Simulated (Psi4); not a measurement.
Run report: N₂O, geometry relaxation (part 4 of 4)

N₂O; CAM-B3LYP/aug-cc-pVDZ, RKS (Psi4 1.11). The geometry comes from this level: PBE0-D4/def2-TZVP.

Geometry of the input (Å):
```
N  -0.5117  1.0013  -0.1679
N  -0.0084  0.0165  -0.0028
O  0.5201  -1.0178  0.1707
```

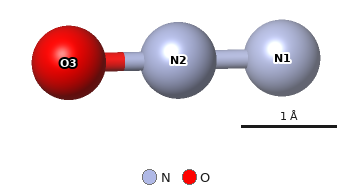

**Figure 1.** The geometry at step 2 of the log (ball-and-stick view, seen at a tilt; atoms are numbered from 1 in the order of the input).

Output, continued
```
	 - Coordinate -           - BOHR/RAD -       - ANG/DEG -
	 R(1,2)           =         2.126893           1.125503
	 R(2,3)           =         2.242367           1.186610
	 L(1,2,3)         =         3.141593         180.000009
	 l(1,2,3)         =         3.141594         180.000059

	        --- Internal Coordinate Step in ANG or DEG, aJ/ANG or AJ/DEG ---
	-------------------------------------------------------------------------------
	           Coordinate      Previous         Force          Change          New
	           ----------      --------        ------          ------        ------
	               R(1,2)       1.12550       -0.00001       -0.00000       1.12550
	               R(2,3)       1.18661        0.00004        0.00000       1.18661
	             L(1,2,3)     180.00001       -0.00000       -0.00001     180.00000
	             l(1,2,3)     180.00006       -0.00000       -0.00004     180.00002
	-------------------------------------------------------------------------------

	                                 ==> Convergence Check <==

	Measures of convergence in internal coordinates in au.

	Criteria marked as inactive (o), active & met (*), and active & unmet ( ).

	----------------------------------------------------------------------------------------------
	   Step    Total Energy     Delta E     Max Force     RMS Force      Max Disp      RMS Disp
	----------------------------------------------------------------------------------------------
	  Convergence Criteria              o    1.50e-05 *    1.00e-05 *    6.00e-05 *    4.00e-05 *
	----------------------------------------------------------------------------------------------
	     5    -184.62106881   -1.64e-08 o    4.58e-06 *    2.46e-06 *    5.60e-06 *    2.95e-06 *  ~
	----------------------------------------------------------------------------------------------

Next Geometry in Ang
	Fragment 1 (Ang)

	    N   0.0000000875   0.0000005797   1.1986657543
	    N   0.0000000322   0.0000001886   0.0731634675
	    O  -0.0000001026  -0.0000006569  -1.1134490220

    Final optimized geometry and variables:
    Molecular point group: c1
    Full point group: C_inf_v

    Geometry (in Angstrom), charge = 0, multiplicity = 1:

    N            0.000000068754     0.000000447046     1.198665379887
    N            0.000000068754     0.000000447046     0.073162171681
    O           -0.000000120385    -0.000000782751    -1.113447351803

  Variable Map:
  ----------------------------------------------------------------------------
  "CURRENT ENERGY"              =>    -184.621068812314
  "CURRENT REFERENCE ENERGY"    =>    -184.621068812314
  "DD SOLVATION ENERGY"         =>       0.000000000000
  "DFT FUNCTIONAL TOTAL ENERGY" =>    -184.621068812314
  "DFT TOTAL ENERGY"            =>    -184.621068812314
  "DFT VV10 ENERGY"             =>       0.000000000000
  "DFT XC ENERGY"               =>     -16.405713948252
  "GRID ELECTRONS ALPHA"        =>      11.000000010658
  "GRID ELECTRONS BETA"         =>      11.000000010658
  "GRID ELECTRONS TOTAL"        =>      22.000000021315
  "NUCLEAR REPULSION ENERGY"    =>      60.828728885094
  "ONE-ELECTRON ENERGY"         =>    -370.839423612834
  "OPTIMIZATION ITERATIONS"     =>       5.000000000000
  "PCM POLARIZATION ENERGY"     =>       0.000000000000
  "PE ENERGY"                   =>       0.000000000000
  "SCF ITERATION ENERGY"        =>    -184.621068812314
  "SCF ITERATIONS"              =>       6.000000000000
  "SCF TOTAL ENERGY"            =>    -184.621068812314
  "TWO-ELECTRON ENERGY"         =>     141.795339863678
  "XC GRID RADIAL POINTS"       =>      99.000000000000
  "XC GRID SPHERICAL POINTS"    =>     590.000000000000
  "XC GRID TOTAL POINTS"        =>  171456.000000000000

  Array Variable Map:
  ----------------------------------------------------------------------------
  "CURRENT DIPOLE"              =>       0.000000046866 ... 0.070736540329 1 by 3
  "CURRENT GRADIENT"            =>      -0.000000011911 ... 0.000004688522 3 by 3
  "DFT TOTAL GRADIENT"          =>      -0.000000011911 ... 0.000004688522 3 by 3
  "SCF DIPOLE"                  =>       0.000000046866 ... 0.070736540329 1 by 3
  "SCF TOTAL ENERGIES"          =>    -184.621054116450 ... -184.621068812314 1 by 7
  "SCF TOTAL GRADIENT"          =>      -0.000000011911 ... 0.000004688522 3 by 3

    Psi4 run time: 0:00:59.02

[set-up sections that repeat, and orbital energies of the middle runs, are left out above]
```

Trajectory as extended XYZ (Å, eV, eV/Å), 5 frames, from step=0 to step=4
```
3
Properties=species:S:1:pos:R:3:forces:R:3 step=0 energy=-5023.78480
N    -0.5117    1.0013   -0.1679   -0.4875   0.9545  -0.1604
N    -0.0084    0.0165   -0.0028    0.0011  -0.0032   0.0011
O     0.5201   -1.0178    0.1707    0.4864  -0.9513   0.1592
3
Properties=species:S:1:pos:R:3:forces:R:3 step=1 energy=-5023.79487
N    -0.5154    1.0085   -0.1691   -0.0290   0.0568  -0.0097
N    -0.0090    0.0175   -0.0030   -0.0756   0.1479  -0.0245
O     0.5238   -1.0250    0.1719    0.1046  -0.2046   0.0342
3
Properties=species:S:1:pos:R:3:forces:R:3 step=2 energy=-5023.79520
N    -0.5160    1.0096   -0.1693    0.0125  -0.0245   0.0041
N    -0.0093    0.0182   -0.0030   -0.0270   0.0529  -0.0088
O     0.5246   -1.0265    0.1721    0.0145  -0.0284   0.0047
3
Properties=species:S:1:pos:R:3:forces:R:3 step=3 energy=-5023.79521
N    -0.5160    1.0096   -0.1693    0.0033  -0.0064   0.0011
N    -0.0094    0.0183   -0.0031   -0.0058   0.0114  -0.0019
O     0.5247   -1.0267    0.1721    0.0026  -0.0050   0.0008
3
Properties=species:S:1:pos:R:3:forces:R:3 step=4 energy=-5023.79521
N    -0.5160    1.0096   -0.1693    0.0000  -0.0001   0.0000
N    -0.0094    0.0184   -0.0031   -0.0001   0.0003   0.0000
O     0.5247   -1.0267    0.1721    0.0001  -0.0002   0.0000
```

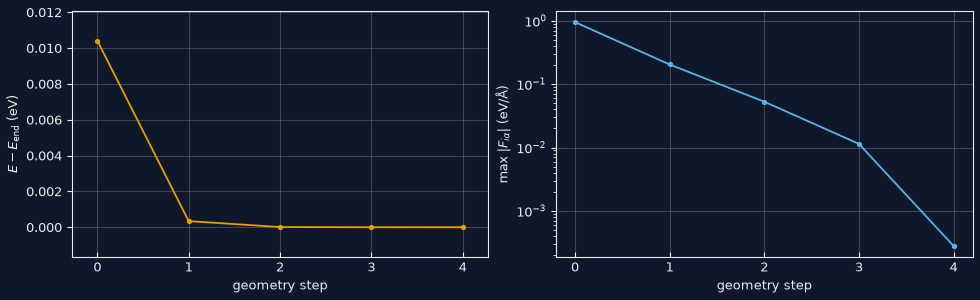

**Figure 2.** Progress of the relaxation, step by step (steps are counted from 0). O3 moves most after the best rigid fit: 0.011 Å. Largest moves by element: O 0.011 Å, N 0.009 Å. Among the contacts that change: N2–O3 1.174 → 1.187 Å, N1–N2 1.118 → 1.126 Å. After 4 geometry steps the energy has fallen by 0.010 eV. The largest force component goes from 0.95 to 0.00028 eV/Å. (Atoms are counted from 1 in the order of the input.)

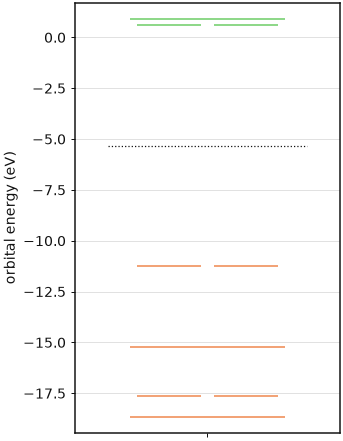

**Figure 3.** Orbital energies near the frontier; the dotted line parts filled from empty levels, and levels within 0.02 eV of each other stand side by side. Highest filled −11.26 eV, lowest empty 0.62 eV, 11.88 eV apart.

Summary

- outcome: converged
- total energy: −184.621069 hartree
- basis functions: 69
- HOMO: −11.26 eV
- LUMO: 0.62 eV
- dipole moment: 0.18 D
- wall time: 61 s
- peak memory: 0.67 GiB
